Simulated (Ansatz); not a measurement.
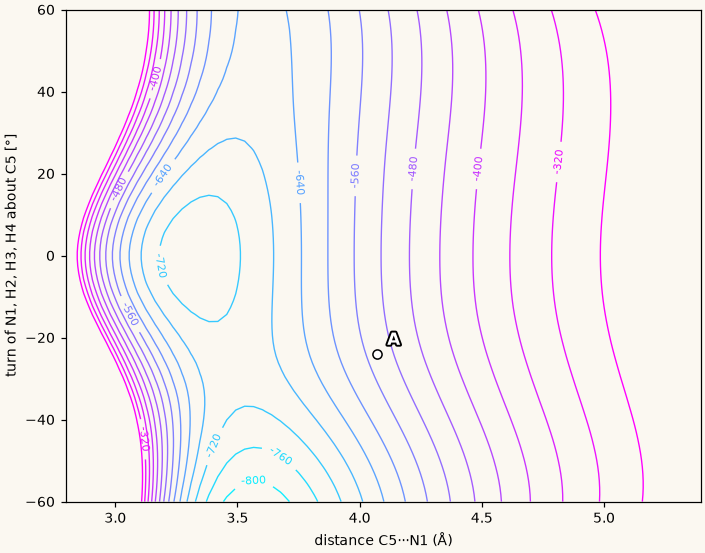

The pair H₃N···CH₃Cl. The turn is about an axis along (−0.95, 0.30, 0.01) in the frame of the relaxed pair, normal to the line between the partners. Coordinates scanned: (1) distance C5···N1; (2) turn of N1, H2, H3, H4 about C5. Grid: 11 × 11 points. Points are written as (first, second). All energies are given in cm⁻¹ relative to the two partners far apart, frozen as in the relaxed pair, each in its own basis (no counterpoise correction). Level of theory: RKS PBE0-D4/def2-TZVPD (Ansatz).

Drawn: contour lines labelled in cm⁻¹ (none above −280), the point A. Between grid points the surface is interpolated.

Question: Which way does the force act at A, and how strong is it?

Answer: A, at (4.069 Å, −24°), is not a stationary point. The computed force is 350 cm⁻¹ for each Å towards smaller values of distance C5···N1 and 2 cm⁻¹ for each degree towards smaller values of the second coordinate.
